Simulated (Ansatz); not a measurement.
**Profile along the Zr–O line in ZrO2 (polar-ZrO2 type, space group Pca2_1)**

ZrO2 (polar-ZrO2 type, space group Pca2_1)

```
CELL_PARAMETERS angstrom
      5.28675     0.00000     0.00000
      0.00000     5.07266     0.00000
      0.00000     0.00000     5.09827
ATOMIC_POSITIONS crystal
  Zr 0.03056 0.26646 0.24882
  Zr 0.96944 0.73354 0.74882
  Zr 0.53056 0.73354 0.24882
  Zr 0.46944 0.26646 0.74882
  O  0.36584 0.06772 0.10712
  O  0.63416 0.93228 0.60712
  O  0.86584 0.93228 0.10712
  O  0.13416 0.06772 0.60712
  O  0.22940 0.53634 0.00006
  O  0.77060 0.46366 0.50006
  O  0.72940 0.46366 0.00006
  O  0.27060 0.53634 0.50006
```

Fields along a shortest Zr–O line of a (1 0 -1) plane (2.13 Å), from Zr to O, interpolated on the slice's grid (step about 0.3 Å). Calculation: r2SCAN (plane waves to 500 eV, PAW, scalar-relativistic; Ansatz, an electronic-structure program). k mesh 5×5×5. These are valence fields of a PAW run, semicore shells included where kept as valence: close to a nucleus they are smooth pseudo fields. ZrO2 is run without spin polarisation. ZrO2 was relaxed with its symmetry unable to fall.

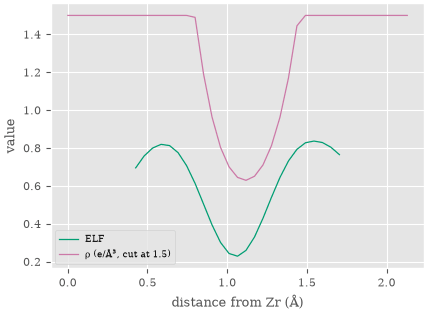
*ELF (away from the nuclei) and valence density from Zr to O.*

Density on the Zr–O line (2.13 Å) at its density minimum, 1.1 Å from Zr: 0.63 e/Å³. ELF at that point: 0.3. Element round which the density of the highest valence band (whole band, smooth part) is largest on this plane: O.
